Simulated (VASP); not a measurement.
Band structure of Re (space group P6_3/mmc). Level of theory: PBE GGA, VASP's PBE PAW potentials (set 64) (plane waves; VASP 6.6.1).

Unless said otherwise, spin-orbit coupling is left out, though it shifts the bands of the heavy elements here.

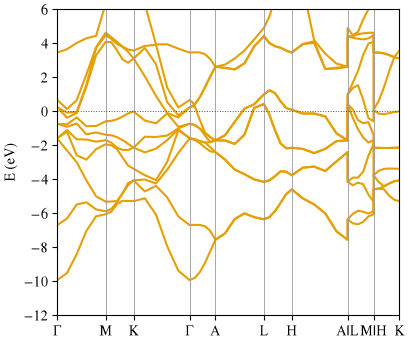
*Bands along high-symmetry lines, zero at the valence-band maximum or, without a gap, the Fermi level*

Q: Read the plot: is there a gap, and where are the band edges?

A: It has no gap at this level: it comes out as a metal or semimetal.

The structure comes from a computed database's Re entry; how it stands against other phases isn't given here. The cell was not relaxed at this level.
